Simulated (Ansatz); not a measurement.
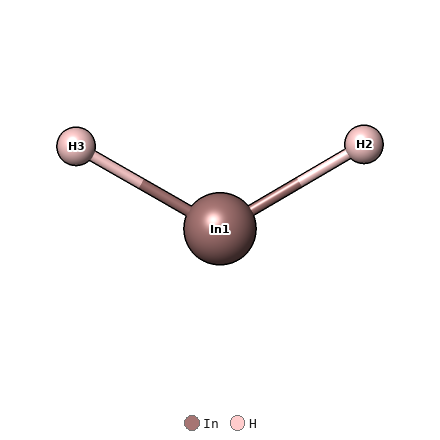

The system is H₂In, SMILES [InH2], spin multiplicity 2; the picture shows the reference structure. The first coordinate is: angle H2–In1–H3; the second: change of the bonds In1–H2, In1–H3, all alike. Nothing is relaxed (all other coordinates rigid). Grid: 15 × 15 points. Points are written as (first, second). Energies: kJ/mol, counted from the lowest grid point. Method: UHF/def2-TZVP in Ansatz.

Its coordinates:

```csv
atom,x (Å),y (Å),z (Å)
In,0.3891,-0.4301,0.1515
H,0.6846,1.2622,0.5177
H,-1.0846,-0.8969,-0.6825
```

Range: angle H2–In1–H3 from 74.8 to 164.8°; change of the bonds In1–H2, In1–H3, all alike from −0.193 to 0.299 Å.

> What will the energy surface look like?

The lowest grid point is at (119.8°, 0.018 Å). No other kind of well shows on this grid. The highest grid point, (74.8°, −0.193 Å), lies 163 kJ/mol above the lowest. Round the minimum the two coordinates are weakly coupled (coupling 0.12 in units of the two stiffnesses).

```
second ↓, first →  74.8  81.2  87.6  94.0  100.5  106.9  113.3  119.8  126.2  132.6  139.0  145.5  151.9  158.3  164.8
            0.299   130   110    93    81     72     66     63     62     64     69     75     84     94    106    119
            0.263   121   100    83    70     60     54     51     51     53     58     65     74     85     98    113
            0.228   113    90    73    59     50     44     40     40     42     47     55     64     76     90    106
            0.193   105    82    64    50     40     34     31     30     32     37     45     55     67     82     99
            0.158    99    75    56    42     32     25     22     21     23     28     36     46     59     75     92
            0.123    94    69    50    35     25     18     14     13     16     21     28     39     52     67     85
            0.088    90    65    45    30     19     12      8      7      9     14     22     32     45     60     78
            0.053    88    62    42    27     15      8      4      2      4      9     16     27     39     55     72
            0.018    89    62    42    26     14      6      1      0      2      6     13     23     35     50     67
           −0.018    92    65    44    27     15      7      2      0      1      5     12     22     34     48     63
           −0.053    98    70    49    32     19     10      5      3      4      8     14     23     34     48     62
           −0.088   108    80    57    40     27     17     12      9     10     13     19     27     38     50     63
           −0.123   121    93    70    52     38     28     22     19     19     22     27     35     45     56     68
           −0.158   139   110    87    68     54     44     37     34     33     35     40     47     56     66     77
           −0.193   163   133   109    90     75     64     57     53     52     53     57     63     72     81     91
```

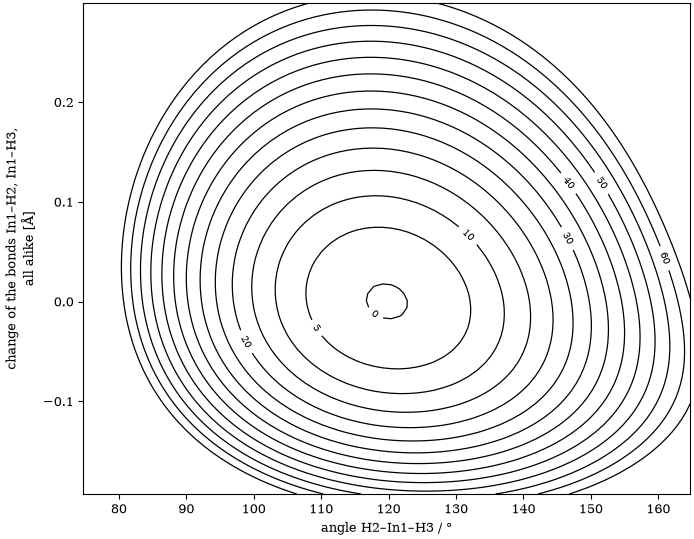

In the figure: contour lines labelled in kJ/mol (none above 65). Between grid points the surface is interpolated.

Time for the 225 points that were run: 4.2 min on 1 thread of Arm Neoverse V1, on a shared host.
